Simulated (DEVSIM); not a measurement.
Device: TaN/SiO2/p-Ge capacitor, at 300 K.

```tsv
layer (left to right)	material	thickness (nm)	Na (cm⁻³)
1	SiO2	9.40	-
2	Ge	3800	2.4e16
```

Metal gate on the left, work function 4.4 eV. Fixed charge at the semiconductor interface 0 cm⁻² (in units of +e); no interface traps.

This is a model device: material constants are rounded textbook-type values typed into the input, and sizes, dopings and lifetimes were drawn at random. Values at 300 K.

| parameter | SiO2 | Ge |
|---|---|---|
| gap (eV) | 9 | 0.664 |
| affinity (eV) | 0.9 | 4 |
| permittivity | 3.9 | 16 |
| Nc (cm⁻³) | - | 1.04e19 |
| Nv (cm⁻³) | - | 6e18 |

Model (solved in DEVSIM): 1D Poisson equation in equilibrium, Boltzmann statistics, complete ionisation; no quantum confinement or tunnelling. Metal contacts follow the ideal Schottky-Mott rule: no Fermi-level pinning, no interface dipoles.

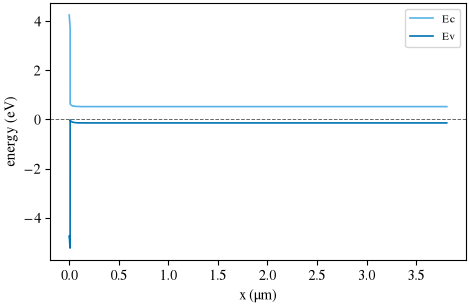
Band edges at -0.75 V on the gate

Energies count from the Fermi level of the right contact; mesh points crowd at the junctions.

| x (μm) | Ec (eV) | Ev (eV) | n (cm⁻³) | p (cm⁻³) | field (V/cm) |
|---|---|---|---|---|---|
| 0.000 | 4.250 | -4.750 | < 1e2 | < 1e2 | -540000 |
| 0.001305 | 4.180 | -4.820 | < 1e2 | < 1e2 | -540000 |
| 0.003703 | 4.051 | -4.949 | < 1e2 | < 1e2 | -540000 |
| 0.006787 | 3.886 | -5.114 | < 1e2 | < 1e2 | -540000 |
| 0.009105 | 3.762 | -5.238 | < 1e2 | < 1e2 | -540000 |
| 0.01030 | 0.636 | -0.028 | 2.2e8 | 2.0e18 | -110000 |
| 0.01290 | 0.614 | -0.050 | 5.0e8 | 8.8e17 | -67000 |
| 0.02201 | 0.576 | -0.088 | 2.2e9 | 2.0e17 | -27000 |
| 0.03825 | 0.548 | -0.116 | 6.4e9 | 6.9e16 | -11000 |
| 0.07591 | 0.528 | -0.136 | 1.4e10 | 3.2e16 | -2400 |
| 0.1608 | 0.522 | -0.142 | 1.8e10 | 2.4e16 | -140 |
| 0.4595 | 0.521 | -0.143 | 1.8e10 | 2.4e16 | ≈ 0 |
| 1.026 | 0.521 | -0.143 | 1.8e10 | 2.4e16 | ≈ 0 |
| 2.206 | 0.521 | -0.143 | 1.8e10 | 2.4e16 | ≈ 0 |
| 3.249 | 0.521 | -0.143 | 1.8e10 | 2.4e16 | ≈ 0 |
| 3.562 | 0.521 | -0.143 | 1.8e10 | 2.4e16 | ≈ 0 |
| 3.700 | 0.521 | -0.143 | 1.8e10 | 2.4e16 | ≈ 0 |
| 3.762 | 0.521 | -0.143 | 1.8e10 | 2.4e16 | ≈ 0 |
| 3.794 | 0.521 | -0.143 | 1.8e10 | 2.4e16 | ≈ 0 |
| 3.803 | 0.521 | -0.143 | 1.8e10 | 2.4e16 | ≈ 0 |
| 3.807 | 0.521 | -0.143 | 1.8e10 | 2.4e16 | ≈ 0 |
| 3.809 | 0.521 | -0.143 | 1.8e10 | 2.4e16 | ≈ 0 |
